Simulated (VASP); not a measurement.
Band structure of AlAs (space group P6_3mc). These are HSE06 screened hybrid, VASP's PBE PAW potentials (set 64) (plane waves; VASP 6.6.1) values and carry that method's errors.

The path is coarsely sampled, so an indirect gap can come out somewhat too large.

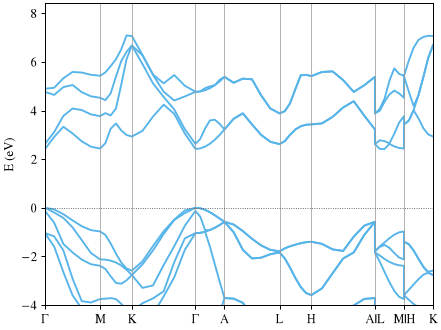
Fig. 1. Bands along high-symmetry lines, zero at the valence-band maximum or, without a gap, the Fermi level

### Question
Read the plot: is there a gap, and where are the band edges?

### Answer
The gap is indirect, 2.42 eV, from the valence maximum at Γ to the conduction minimum at L-M at 0.33.

The structure comes from a computed database's AlAs entry (P6_3mc); how it stands against other phases isn't given here. It was relaxed first. The cell's shape comes from a PBE relaxation.
